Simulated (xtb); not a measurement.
## Geometry relaxation of C$_{3}$H$_{4}$N$_{2}$ (part 1 of 3)

System: C$_{3}$H$_{4}$N$_{2}$.
Method: GFN2-xTB (xtb 6.7.1).

The geometry: force field.

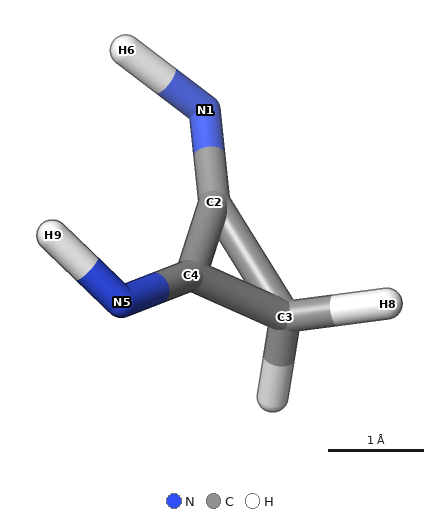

*The structure as given in the input (stick view, seen at a tilt; atoms are numbered from 1 in the order of the input).*

Bond lengths as drawn: C–C 1.38 to 1.43 Å, C–H 1.05 to 1.15 Å, C–N 1.23 to 1.27 Å and H–N 1.03 to 1.10 Å.

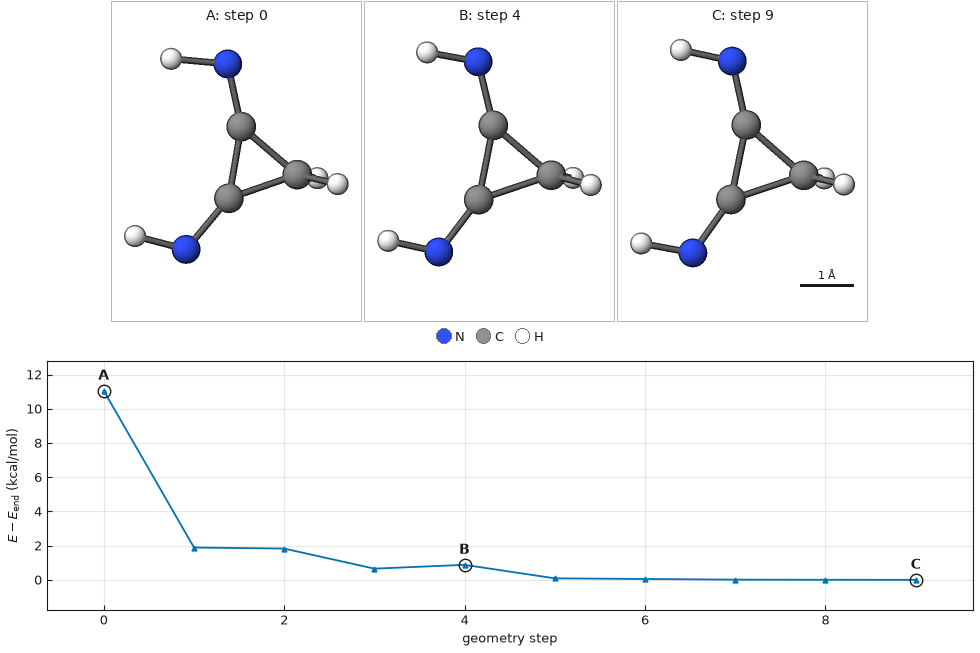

*Frames of the relaxation (ball-and-stick view, seen at a tilt) above the curves, on which the letters mark them (steps are counted from 0).*

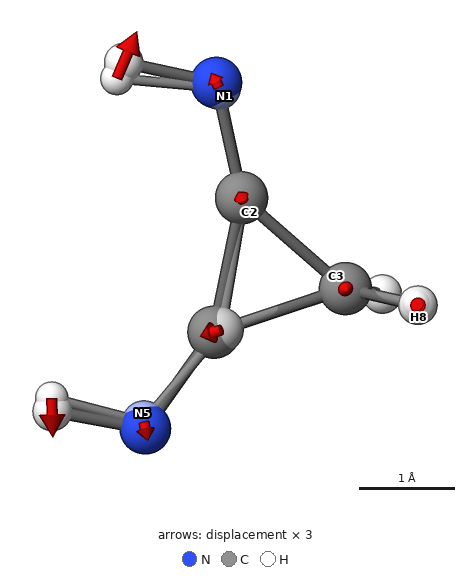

*Start (faint) and end (solid) with the displacements as red arrows, magnified 3 times (ball-and-stick view, seen at a tilt). The two geometries are laid on each other by the best rigid fit.*

Over 9 geometry steps the energy falls by 11.1 kcal/mol. The atom that moves furthest after the best rigid fit is H6 (0.18 Å). Largest moves by element: H 0.18 Å, C 0.09 Å, N 0.07 Å. Among the contacts that change: N1–H6 1.103 → 1.022 Å, C3–H8 1.150 → 1.083 Å, C3–C4 1.415 → 1.481 Å, C2–C4 1.379 → 1.445 Å. Among the angles that change: C2–N1–H6 108.4° → 115.3°, C4–C3–H8 112.6° → 119.0°, C2–C4–N5 149.8° → 155.6°. (Atoms are counted from 1 in the order of the input.)

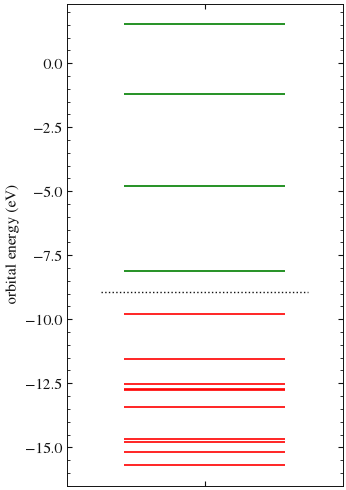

*Orbital energies near the frontier; the dotted line parts filled from empty levels, and levels within 0.02 eV of each other stand side by side.*

Highest filled −9.80 eV, lowest empty −8.11 eV, 1.69 eV apart.

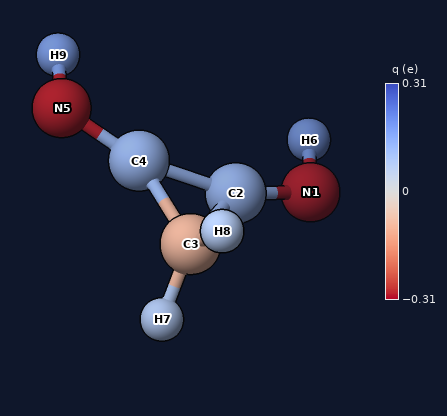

*Mulliken charges, as the colour of each atom (ball-and-stick view, seen at a tilt; atoms are numbered from 1 in the order of the input).*

By element: N −0.29, C −0.09 to +0.11 and H +0.08 to +0.15 e.

The input and output of the run follow.

Input (input.sdf):
```

     RDKit          3D

  9  9  0  0  0  0  0  0  0  0999 V2000
   -0.1343    0.3298   -1.8715 N   0  0  0  0  0  0  0  0  0  0  0  0
    0.0171   -0.0087   -0.7003 C   0  0  0  0  0  0  0  0  0  0  0  0
    0.6196   -1.0095    0.1322 C   0  0  0  0  0  0  0  0  0  0  0  0
   -0.0390    0.1214    0.6715 C   0  0  0  0  0  0  0  0  0  0  0  0
   -0.5314    0.6730    1.6999 N   0  0  0  0  0  0  0  0  0  0  0  0
   -0.7495    1.2456   -1.8923 H   0  0  0  0  0  0  0  0  0  0  0  0
    0.2159   -1.9813    0.1874 H   0  0  0  0  0  0  0  0  0  0  0  0
    1.7630   -0.9486    0.2399 H   0  0  0  0  0  0  0  0  0  0  0  0
   -1.0729    1.5322    1.5160 H   0  0  0  0  0  0  0  0  0  0  0  0
  2  1  2  0
  3  2  1  0
  4  3  1  0
  4  2  1  0
  5  4  2  0
  6  1  1  0
  7  3  1  0
  8  3  1  0
  9  5  1  0
M  END
$$$$
```

Command:
```bash
xtb -o --json --gfn 2 --parallel 1 -- input.sdf | tee xtb.out
```

Output:
```
* xtb version 6.7.1
   ID    Z sym.   atoms
    1    7 N      1, 5
    2    6 C      2-4
    3    1 H      6-9

           -------------------------------------------------
          |                Calculation Setup                |
           -------------------------------------------------

          program call               : xtb -o --json --gfn 2 --parallel 1 -- input.sdf
          coordinate file            : input.sdf
          omp threads                :                     1

           -------------------------------------------------
          |                 G F N 2 - x T B                 |
           -------------------------------------------------

      * Hamiltonian:
        H0-scaling (s, p, d)           1.850000    2.230000    2.230000
        zeta-weighting                 0.500000
      * Dispersion:
        s8                             2.700000
        a1                             0.520000
        a2                             5.000000
        s9                             5.000000
      * Repulsion:
        kExp                           1.500000    1.000000
        rExp                           1.000000
      * Coulomb:
        alpha                          2.000000
        third order                    shell-resolved
        anisotropic                    true
        a3                             3.000000
        a5                             4.000000
        cn-shift                       1.200000
        cn-exp                         4.000000
        max-rad                        5.000000

          ...................................................
          :                      SETUP                      :
          :.................................................:
          :  # basis functions                  24          :
          :  # atomic orbitals                  24          :
          :  # shells                           14          :
          :  # electrons                        26          :
          :  max. iterations                   250          :
          :  Hamiltonian                  GFN2-xTB          :
          :  restarted?                      false          :
          :  GBSA solvation                  false          :
          :  PC potential                    false          :
          :  electronic temp.          300.0000000     K    :
          :  accuracy                    1.0000000          :
          :  -> integral cutoff          0.2500000E+02      :
          :  -> integral neglect         0.1000000E-07      :
          :  -> SCF convergence          0.1000000E-05 Eh   :
          :  -> wf. convergence          0.1000000E-03 e    :
          :  Broyden damping             0.4000000          :
          :  net charge                          0          :
          :  unpaired electrons                  0          :
          ...................................................

 iter      E             dE          RMSdq      gap      omega  full diag
   1    -14.3833445 -0.143833E+02  0.448E+00    2.16       0.0  T
   2    -14.4012347 -0.178901E-01  0.283E+00    2.01       1.0  T
   3    -14.4069855 -0.575081E-02  0.158E+00    1.79       1.0  T
   4    -14.4132688 -0.628328E-02  0.295E-01    1.68       1.0  T
   5    -14.4135311 -0.262331E-03  0.104E-01    1.66       1.0  T
   6    -14.4135586 -0.275211E-04  0.344E-02    1.66       1.0  T
   7    -14.4135606 -0.200379E-05  0.166E-02    1.66       2.0  T
   8    -14.4135608 -0.163698E-06  0.279E-03    1.66      11.9  T
   9    -14.4135608 -0.189734E-07  0.887E-04    1.66      37.6  T
  10    -14.4135608 -0.174636E-08  0.194E-04    1.66     171.8  T

   *** convergence criteria satisfied after 10 iterations ***

         #    Occupation            Energy/Eh            Energy/eV
      -------------------------------------------------------------
         1        2.0000           -0.6954210             -18.9234
       ...           ...                  ...                  ...
         7        2.0000           -0.5387761             -14.6608
         8        2.0000           -0.4936801             -13.4337
         9        2.0000           -0.4728693             -12.8674
        10        2.0000           -0.4653924             -12.6640
        11        2.0000           -0.4603267             -12.5261
        12        2.0000           -0.4296374             -11.6910
        13        2.0000           -0.3641237              -9.9083 (HOMO)
        14                         -0.3029918              -8.2448 (LUMO)
        15                         -0.1661750              -4.5219
        16                         -0.0416433              -1.1332
        17                          0.0293516               0.7987
        18                          0.0842289               2.2920
       ...                                ...                  ...
        24                          0.9524869              25.9185
      -------------------------------------------------------------
                  HL-Gap            0.0611318 Eh            1.6635 eV
             Fermi-level           -0.3335578 Eh           -9.0766 eV

 SCC (total)                   0 d,  0 h,  0 min,  0.004 sec
 SCC setup                      ...        0 min,  0.000 sec (  2.073%)
 Dispersion                     ...        0 min,  0.000 sec (  1.295%)
 classical contributions        ...        0 min,  0.000 sec (  0.462%)
 integral evaluation            ...        0 min,  0.001 sec ( 14.171%)
 iterations                     ...        0 min,  0.002 sec ( 51.431%)
 molecular gradient             ...        0 min,  0.001 sec ( 27.644%)
 printout                       ...        0 min,  0.000 sec (  2.534%)

         :::::::::::::::::::::::::::::::::::::::::::::::::::::
         ::                     SUMMARY                     ::
         :::::::::::::::::::::::::::::::::::::::::::::::::::::
         :: total energy             -14.167152971141 Eh    ::
         :: gradient norm              0.158846853196 Eh/a0 ::
         :: HOMO-LUMO gap              1.663481791393 eV    ::
         ::.................................................::
         :: SCC energy               -14.413557731342 Eh    ::
         :: -> isotropic ES            0.019088569616 Eh    ::
         :: -> anisotropic ES          0.002651785906 Eh    ::
         :: -> anisotropic XC          0.020281247473 Eh    ::
         :: -> dispersion             -0.004357451268 Eh    ::
         :: repulsion energy           0.246404760201 Eh    ::
         :: add. restraining           0.000000000000 Eh    ::
         :: total charge               0.000000000000 e     ::
         :::::::::::::::::::::::::::::::::::::::::::::::::::::

      -----------------------------------------------------------
     |                   =====================                   |
     |                        A N C O P T                        |
     |                   =====================                   |
     |               Approximate Normal Coordinate               |
     |                Rational Function Optimizer                |
      -----------------------------------------------------------
      -----------------------------------------------------------
     |                   =====================                   |
     |                        A N C O P T                        |
     |                   =====================                   |
     |               Approximate Normal Coordinate               |
     |                Rational Function Optimizer                |
      -----------------------------------------------------------

          ...................................................
          :                      SETUP                      :
          :.................................................:
          :   optimization level            normal          :
          :   max. optcycles                   200          :
          :   ANC micro-cycles                  20          :
          :   degrees of freedom                21          :
          :.................................................:
          :   RF solver                   davidson          :
          :   write xtbopt.log                true          :
          :   linear?                        false          :
          :   energy convergence         0.5000000E-05 Eh   :
          :   grad. convergence          0.1000000E-02 Eh/α :
          :   maxmium RF displ.          1.0000000          :
          :   Hlow (freq-cutoff)         0.1000000E-01      :
          :   Hmax (freq-cutoff)         5.0000000          :
          :   S6 in model hess.         20.0000000          :
          ...................................................

generating ANC from exact Hessian ...
Using Lindh-Hessian (1995)
 Shifting diagonal of input Hessian by    7.8801818851346149E-003
 Lowest  eigenvalues of input Hessian
    0.000000    0.000000    0.000000    0.000000    0.000000    0.000000
    0.010000    0.019280    0.024777    0.039663    0.050828    0.072515
    0.115081    0.127304    0.179527    0.249784    0.285675    0.506870
 Highest eigenvalues
    1.142927    1.212910    1.277639    1.695945    2.215809    2.816342

........................................................................
.............................. CYCLE    1 ..............................
........................................................................
```
